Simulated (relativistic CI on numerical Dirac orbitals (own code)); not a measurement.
```
atom Tm  Z=69  charge=2  electrons=67
nucleus A=169  rms_radius_fm=5.2256
hamiltonian dirac-coulomb  breit=on  qed=on  c_scale=1
orbitals kli  potential=per-configuration
slater_scale 0.8
correlation none
mixing on
configurations
  [Xe] 4f13
  [Ar] 3d9 4s2 4p6 4d10 4f14 5s2 5p6
end
absorption M4,5 T=10 lorentz=0.36 gauss=0.4
crystal_field D4h B20=1100 B40=460 B44=90 B60=190 B64=-510
```

Multiplet model: relativistic Dirac–Coulomb–Breit theory, one configuration a step, Slater integrals scaled by 0.8, 10 K, Voigt broadening (Lorentzian 0.36 eV, Gaussian 0.4 eV full widths), computed with a radial Dirac CI code.

The M₄,₅ X-ray absorption spectrum that results, with the strongest transitions as sticks:

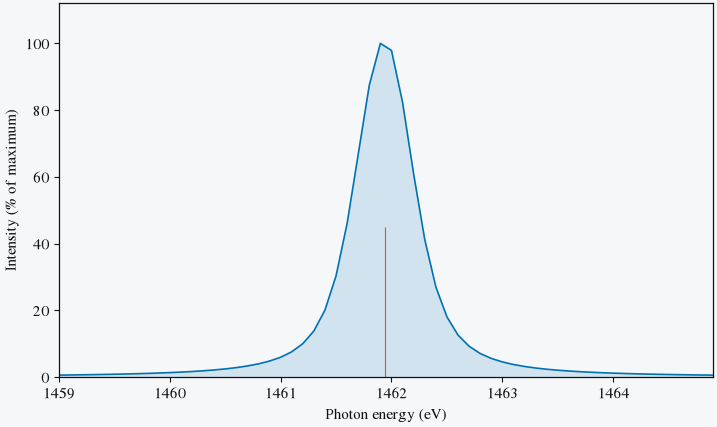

The main maxima lie at 1461.9 eV (100), heights in % of the largest; the centroid is at 1461.9 eV. The lower edge holds 1.00 of the intensity (branching ratio, edges parted at 1484 eV), and the core spin-orbit splitting of the orbitals is 46.0 eV. The ground state has S = 0.50.

Caveat: free-ion energies, so absolute edge positions are off by a few eV from solids.
